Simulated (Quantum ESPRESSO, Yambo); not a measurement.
# ZnSe (Stilleite): G0W0 with Yambo, start to end, part 3 of 3

How does a plane-wave GW calculation on ZnSe (Stilleite) run from the first input to the gap?

Quantum ESPRESSO 7.5 and Yambo 5.3.0; PBE and many-body steps on it, plane waves. Known limits of the many-body steps: not at the basis limit; exchange with frozen shells missing; no spin-orbit coupling; coarse k mesh.

So far. Step 3 (Bands along the symmetry lines): The gap is 1.288 eV, as in the run before at this level. Step 4 (Empty states on the mesh, 4×4×4 mesh, 137 bands): On this mesh the gap is 1.288 eV.

### 6. Screening and self-energy, 4×4×4 mesh, 137 bands, screening to 142.9 eV

Now the one-shot GW correction: screening in the RPA, then the self-energy of the levels asked for.

This step: G0W0 on PBE, plane waves, norm-conserving pseudopotentials.

gw1.in

```
HF_and_locXC
gw0
dyson
ppa
em1d
rim_cut
RandQpts= 1000000
RandGvec= 1 RL
EXXRLvcs= 78 Ry
VXCRLvcs= 312 Ry
Chimod= "HARTREE"
% BndsRnXp
 1 | 137 |
%
NGsBlkXp= 10.5 Ry
% LongDrXp
 1 | 1 | 1 |
%
% GbndRnge
 1 | 137 |
%
DysSolver= "n"
ExtendOut
PPAPntXp= 27.21138 eV
% QPkrange
 1 | 1 | 17 | 20 |
%
```

Launch:

```sh
$ OMP_NUM_THREADS=1 mpirun -n 4 yambo -F gw1.in -J gw1 -C gw1 > gw1.log
```

Log:

```text
 Yambo, version 5.3.0

 [02] CORE Variables Setup
 =========================

  [... cell, symmetries and grids as in the set-up ...]

  [02.05] Energies & Occupations
  ==============================

  [X] === General ===
  [X] Electronic Temperature                        :  0.000000  0.000000 [eV K]
  [X] Bosonic    Temperature                        :  0.000000  0.000000 [eV K]
  [X] Finite Temperature mode                       : no
  [X] El. density                                   :  0.79098E+24 [cm-3]
  [X] Fermi Level                                   :  8.386209 [eV]

  [X] === Gaps and Widths ===
  [X] Conduction Band Min                           :  1.288098 [eV]
  [X] Valence Band Max                              :  0.000000 [eV]
  [X] Filled Bands                                  :  18
  [X] Empty Bands                                   :   19  137
  [X] Direct Gap                                    :  1.288098 [eV]
  [X] Direct Gap localized at k                     :  1
  [X] Indirect Gap                                  :  1.288098 [eV]
  [X] Indirect Gap between kpts                     :  1  1
  [X] Last valence band width                       :  2.657489 [eV]
  [X] 1st conduction band width                     :  4.196724 [eV]

 [03] Transferred momenta grid and indexing
 ==========================================

 IBZ Q-points                                      :   8
 BZ  Q-points                                      :   64

 K/Q-points units:
 rlu = crystal or reduced units; cc = cartesian coordinates; iku = interal k-units

 Q [1]          [rlu]:  0.000000  0.000000  0.000000
 Q [2]          [rlu]:  0.33641E-17  0.33641E-17  0.25000
 Q [3]          [rlu]: -0.67283E-17 -0.67283E-17 -0.50000
 Q [4]          [rlu]: -0.60307E-17  0.25000      0.25000
 Q [5]          [rlu]: -0.10514E-16  0.25000      0.50000
 Q [6]          [rlu]: -0.67283E-17  0.25000     -0.25000
 Q [7]          [rlu]:  0.12061E-16 -0.50000     -0.50000
 Q [8]          [rlu]:  0.250000 -0.500000 -0.250000

 [04] Coloumb potential Random Integration (RIM)
 ===============================================

  [04.01] RIM initialization
  ==========================

  * Diagonal components only detected *

  8 x (sBL volume)        :  0.100952 [a.u.]
  sBZ random points       :  1000000
  Points outside the sBZ  :   7968281
  RL volume               :  0.807617 [a.u.]
  Integrated volume       :  0.810832 [a.u.]

  [04.02] RIM integrals
  =====================

  Gamma point sphere radius             :  0.084461 [a.u.]
  Points outside the sphere             :   800476
  [Int_sBZ(q=0) 1/q^2]*(Vol_sBZ)^(-1/3) =:  7.776341
                                 should be <:  7.795600

  Summary of Coulomb integrals for non-metallic bands |Q|[au] RIM/Bare

  Q [1] 0.100000E-4 0.997530 * Q [2] 0.254029 1.068455
  Q [4] 0.293327 1.068048 * Q [6] 0.414827 1.030576
  Q [5] 0.486428 1.023062 * Q [3] 0.508057 1.020719
  Q [7] 0.586654 1.016898 * Q [8] 0.655899 1.013831

 [05] Dipoles
 ============

  [05.01] Setup: observables and procedures
  =========================================

 [06] Dynamic Dielectric Matrix (PPA)
 ====================================

 [WR./gw1//ndb.pp]---------------------------------------------------------------
  Brillouin Zone Q/K grids (IBZ/BZ)                :    8   64    8   64
  RL vectors                                       :   4477 [WF]
  Coulomb cutoff potential                         : none
  Electronic Temperature                           :  0.000000 [K]
  Bosonic    Temperature                           :  0.000000 [K]
  PPA    diel. fun.  energies                      : Perdew, Burke & Ernzerhof(X)+Perdew, Burke & Ernzerhof(C)
  wavefunctions                                    : Perdew, Burke & Ernzerhof(X)+Perdew, Burke & Ernzerhof(C)
  Global Gauge                                     : length
  X matrix size                                    :  181
  X band range                                     :    1  137
  X e/h energy range                               : -1.000000 -1.000000 [eV]
  X Time ordering                                  : R
  X Hxc Kernel                                     : HARTREE
  X Drude frequency                                :  0.000000  0.000000
  X poles                                          :  100.0000 [o/o]
  RL vectors in the sum                            :   4477
  [r,Vnl] included                                 : yes
  Field direction                                  :  0.577350E-5  0.577350E-5  0.577350E-5
  BZ energy Double Grid                            : no
  BZ energy DbGd points                            : 0
  BZ Q point size factor                           : -1.000000
  X Optical Averaged directions                    : none

 [07] Local Exchange-Correlation + Non-Local Fock
 ================================================

 [VXC] Plane waves :  28571
 [EXS] Plane waves :   3647

 QP @ state[ 1 ] K range:  1  1
 QP @ state[ 1 ] b range:  17  20

 [xc] Functional : Perdew, Burke & Ernzerhof(X)+Perdew, Burke & Ernzerhof(C)
 [xc] LIBXC used to calculate xc functional
  PP Number of Atomic Species                      :  2
  NLCC RL compoments                               :  28571
  PP Number of Atomic Species                      :  2
  NLCC RL compoments                               :  28571

 [xc] E_xc :  -30.54710 [Ha]
      E_xc :  -61.09419 [Ry]

  Local XC kind (lXC) : Perdew, Burke & Ernzerhof(X)+Perdew, Burke & Ernzerhof(C)
  Non-Local XC kind (nlXC) : Hartree-Fock

  Corrections @ K [1] :  [eV]
 <17|nlXC|17> = -20.37813  0.20398E-17 <17|lXC|17> = -16.58833  0.000000
 <18|nlXC|18> = -20.37816 -0.28467E-17 <18|lXC|18> = -16.58833 -0.56645E-15
 <19|nlXC|19> = -8.956138  0.93183E-17 <19|lXC|19> = -12.62429 -0.18882E-15
 <20|nlXC|20> = -6.041429  0.11803E-17 <20|lXC|20> = -10.89079  0.18882E-15

 [08] Dyson equation: Newton solver
 ==================================

  [08.01] G0W0 (W PPA)
  ====================

  [  GW  ] Bands range     :    1  137
  [GW/PPA] G damping       :  0.100000 [eV]

  QP @ state[ 1 ] K range:  1  1
  QP @ state[ 1 ] b range:  17  20

   Sc/G bands                                       :    1  137
   Sc/G damping                                     :  0.100000 ev
   Sc bands terminator                              : no
   Sx RL components                                 :   3647

   QP @ state[ 1 ] K range                          :  1  1
   QP @ state[ 1 ] b range                          :  17  20
   GF energies kind                                 : Perdew, Burke & Ernzerhof(X)+Perdew, Burke & Ernzerhof(C)
   GF WF`s kind                                     : Perdew, Burke & Ernzerhof(X)+Perdew, Burke & Ernzerhof(C)
   Xs energies kind                                 : Perdew, Burke & Ernzerhof(X)+Perdew, Burke & Ernzerhof(C)
   Xs WF`s kind                                     : Perdew, Burke & Ernzerhof(X)+Perdew, Burke & Ernzerhof(C)

 [11] Game Over & Game summary
```

Run time: 64 s. Hardware: 4 MPI ranks of Arm Neoverse V2, shared host; peak memory 1.6 GiB; 4.2 min of CPU time.

This step gave:

- G0W0 gap on the points computed: 2.555 eV
- starting gap on the mesh: 1.288 eV
- k of the valence top: 0, 0, 0
- k of the conduction bottom: 0, 0, 0
- least direct G0W0 gap on the computed points: 2.555 eV
- Z at the valence top: 0.7969
- Z at the conduction bottom: 0.8130

The gap on the mesh goes from 1.29 eV to 2.55 eV, a correction of +1.27 eV.

Limits: finite bands, cutoff and mesh; exchange with frozen shells missing; no spin-orbit coupling; coarse k mesh. v1 is the top filled band, c1 the lowest empty one. The levels before and after the correction (eV, zero at the valence-band top of each column):

```csv
,conduction bottom,valence top
Kohn-Sham,1.29,0.00
G0W0,2.55,0.00
```

```csv
,level,energy (eV)
Kohn-Sham,Γ v2-v1,0.000
Kohn-Sham,Γ c1,1.288
Kohn-Sham,Γ c2,5.815
G0W0,Γ v2-v1,0.000
G0W0,Γ c1,2.555
G0W0,Γ c2,7.510
```

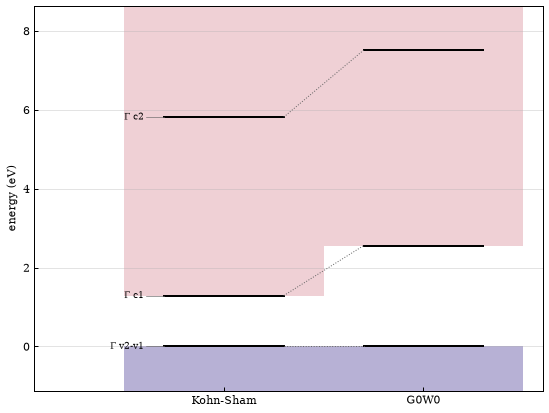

Levels before and after the correction. Shaded: valence and conduction bands.

### 7. Where the time went

Times are wall times on the hardware named with each run, good to a factor of about two.

```csv
step,time,share,memory (GiB)
ground state,6.3 s,7 %,0.27
bands along the symmetry lines,4.7 s,6 %,0.23
empty states on the mesh,7.4 s,9 %,0.37
conversion and set-up,2.1 s,3 %,0.25
screening and self-energy,64 s,76 %,1.6
```

### 8. Summary of results

```
PBE gap              : 1.29 eV, direct
G0W0 gap on the mesh : 2.55 eV
GW settings          : 4×4×4 mesh, 137 bands, screening to 142.9 eV, Godby-Needs plasmon pole
known limits         : not at the basis limit; exchange with frozen shells missing; no spin-orbit coupling; coarse k mesh
```

What this shows: G0W0 moves the gap on the mesh from 1.29 eV to 2.55 eV (+1.27 eV), with Z of 0.80 and 0.81 at the edges. Only 1 of the mesh's irreducible points was corrected, so a valley elsewhere could overtake. The dearest step here is «screening and self-energy». Against experiment, by G0W0@PBE: the direct gap of 2.55 eV lies −0.14 eV from the measured 2.695 ± 0.003 eV (exciton, 300 K, 2023). An exciton line or allowed optical edge lies below the quasiparticle gap by the binding energy; a forbidden edge can push the onset above it. The calculation has static nuclei and no excitons; a measured gap holds zero-point and thermal motion, which mostly lowers it. Bands and cutoff are finite, so the gap is not at the basis limit. The miss can reach some tenths of an eV and take either sign; the mesh is an error of its own. In the G0W0 run levels were corrected at 1 k point alone, so a gap called «on the mesh» is the least over those, and an edge elsewhere would be missed. The 4×4×4 mesh is coarse for this cell, which bears on the long-range parts of exchange and screening. The norm-conserving file of at least one element keeps a d shell over frozen s and p shells of the same row. Exchange with those shells is missing from the self-energy, an error of 0.3 to 0.9 eV in cases checked, whose sign depends on which edge lies on those atoms. The many-body steps are scalar-relativistic: spin-orbit coupling is not in them.

[Paths, hosts, dates, memory and timing lines, banners, echoed tables and standing remarks are left out of the program output.]

[Logs are printed without paths, hosts, clocks, repeated set-up lines and the standing remarks that a program may print on its own settings, such as how far it seeks lower states.]

[Runs of the session that timed out or met a known fault of the program may be left out.]

[Hosts, paths, dates, database ids (printed as entryN), source tags and the programs' standing remarks are cut or masked in the printed files.]
